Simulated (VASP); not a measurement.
Band structure of MoSi (relaxed from the rock salt structure, space group Fm-3m). Method: PBEsol GGA, VASP's PBE PAW potentials (set 64) (plane waves; VASP).

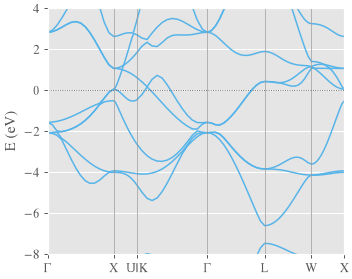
Figure. Bands along high-symmetry lines, zero at the valence-band maximum or, without a gap, the Fermi level

**Question.** Read the plot: is there a gap, and where are the band edges?

**Answer.** It has no gap at this level: it comes out as a metal or semimetal. (Edges off the drawn lines would not show.)

The structure was generated: MoSi was put into the rock salt type (Fm-3m), which need not be its known phase. It was relaxed first, which changed the volume by -35 %.
